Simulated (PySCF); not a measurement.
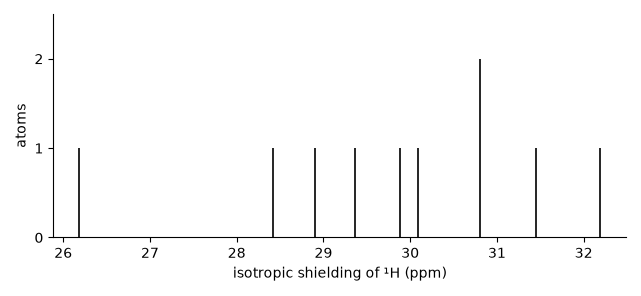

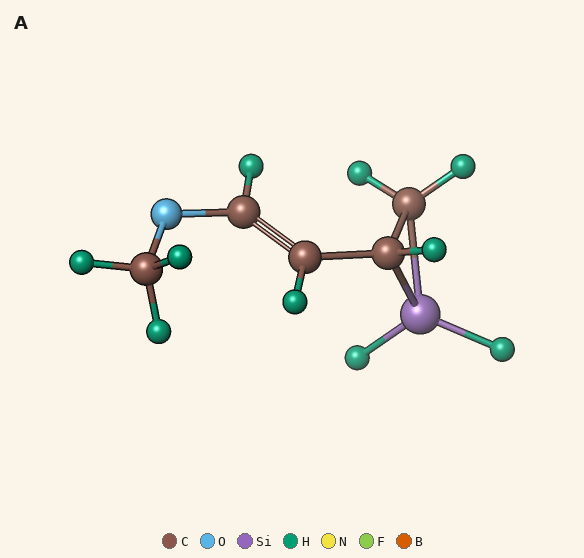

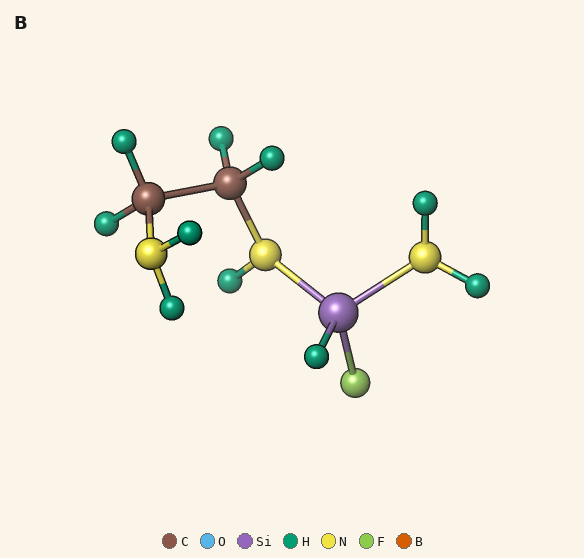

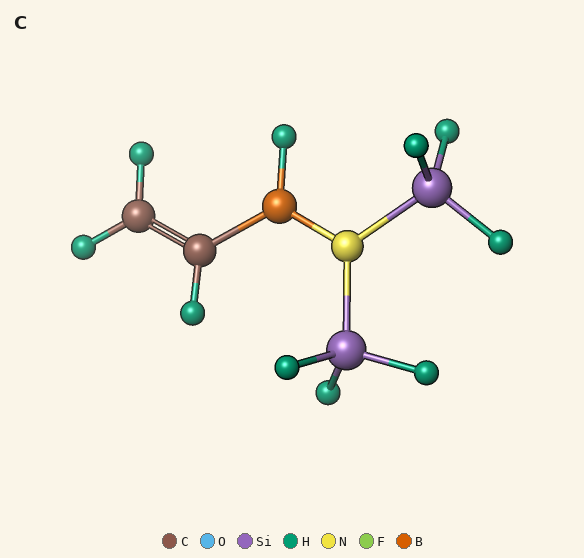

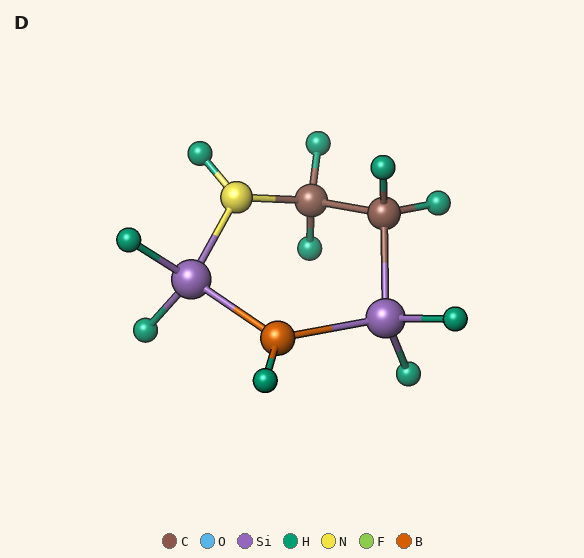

The sticks are computed shieldings of one of the molecules, for one fixed geometry (GFN2-xTB) without averaging over rotations. Low shielding means a high chemical shift. Method: GIAO PBE0/pcSseg-1 NMR shielding, non-relativistic, gas phase (PySCF 2.14.0).

> Which molecule gives this pattern?

B, `NCCN[Si@H](N)F`. Its 10 H atoms give lines at 26.18, 28.42, 28.90, 29.36, 29.88, 30.09, 30.81 (2 atoms), 31.45, 32.19 ppm.

The geometry is semi-empirical. Around B, Si such bond lengths and angles can be off by a tenth of an ångström or more and by several degrees, and values that hang on the shape move with them.
